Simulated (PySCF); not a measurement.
## Electronic structure of C₄H₇F₃Si in real space

Input file:

```
{"job": {"kind": "nmr", "xc": "PBE0", "basis": "pcSseg-1"}, "charge": 0, "multiplicity": 1}
C     -2.084613     0.300627     0.558857
C     -0.686112     0.731429     0.286829
F     -0.501840     2.065952     0.459314
C      0.369067     0.000526    -0.067252
C      0.205598    -1.477676    -0.282977
F     -0.724886    -1.744555    -1.268150
Si     2.046630     0.812232    -0.358375
F      3.103509    -0.407644    -0.313621
H     -2.394783    -0.468284    -0.142774
H     -2.750001     1.156758     0.475756
H     -2.163726    -0.099571     1.570791
H     -0.154905    -1.981054     0.621903
H      1.140630    -1.935059    -0.612410
H      2.420224     1.680021     0.743954
H      2.170795     1.374289    -1.693757
```

Command:

```sh
OMP_NUM_THREADS=1 python probes_run.py task.json out
```

Geometry: GFN2-xTB.

Theory: PBE0/pcSseg-1, SCF density, gas phase, non-relativistic in PySCF 2.14.0.

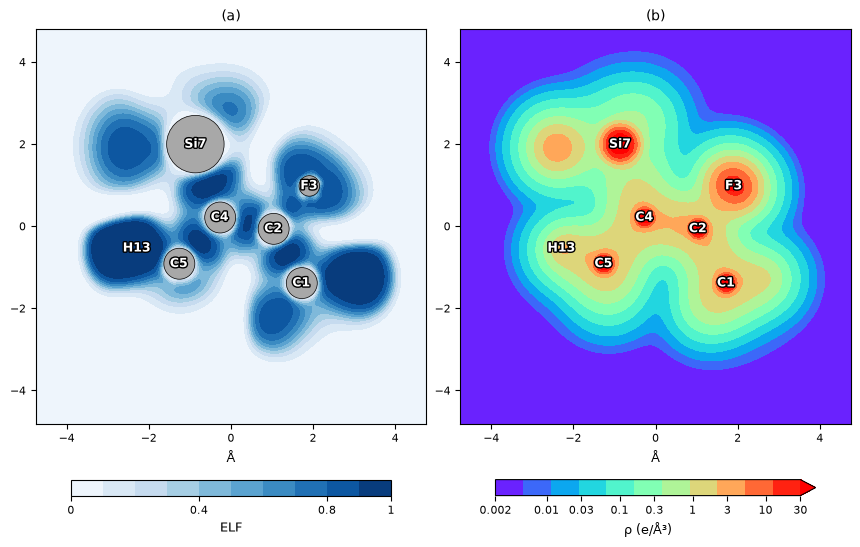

Figure 1. (a) electron localisation function; (b) electron density on the plane of atoms C1, C2 and F3. Grey discs cover the atomic cores in the ELF map.

What do the fields say about this system?

The plane passes through C, F, Si and H nuclei. C–C (1.33 Å): ρ is about 2.3 e/Å³ halfway; the ELF peaks at about 0.90 between the atoms: a short, multiple covalent bond. C–F (1.36 Å): the density is about 2.2 e/Å³ at the midpoint, with its minimum of 1.7 e/Å³ about 0.5 Å from C; the ELF peaks at about 0.85 between the atoms; a polar covalent bond. C–Si (1.89 Å): ρ is about 0.93 e/Å³ halfway; the ELF peaks at about 0.95 between the atoms, as expected for localised, covalent bonding. C–H (1.09 Å): the density is about 2.1 e/Å³ at the midpoint; the ELF climbs to about 1 towards the hydrogen, as it does in any bond to H; a covalent bond by its length. C–C (1.49 Å): the density is about 1.8 e/Å³ at the midpoint; the ELF peaks at about 0.95 between the atoms (localised, covalent bonding). The ELF also peaks beside F3 and F8, away from the bonds: lone-pair regions.

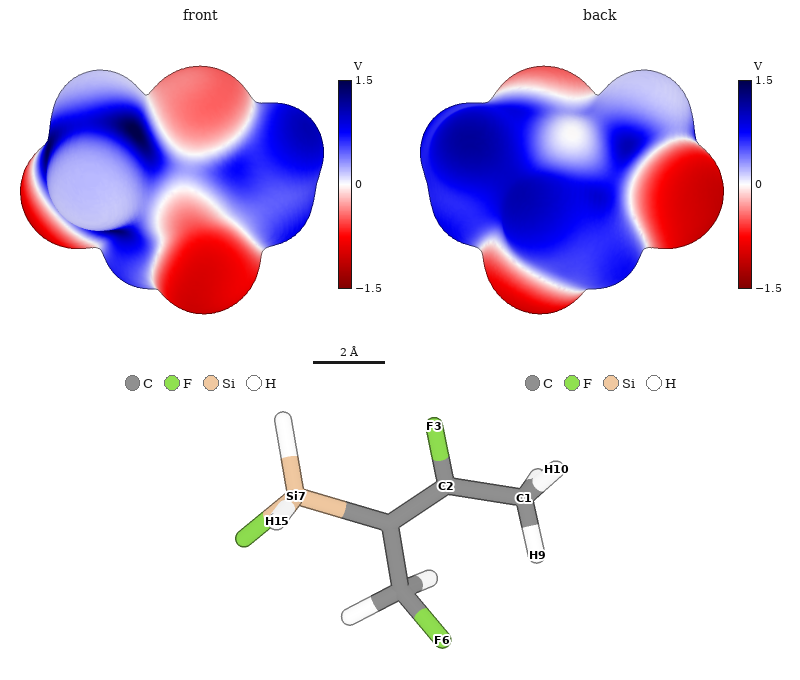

Figure 2. The molecular electrostatic potential painted on the density surface at 0.002 e/bohr³, seen from the front and from behind; red is negative and blue positive. The bare structure is drawn below in the same view.

Which sites attract a positive test charge, and which a negative one?

A positive charge is drawn to the negative regions and a negative charge to the positive ones. The most negative region (about −1.0 V) lies over F8, the most positive (about +1.4 V) over Si7.

What dipole moment does the calculation give?

Its dipole moment is 1.99 D.
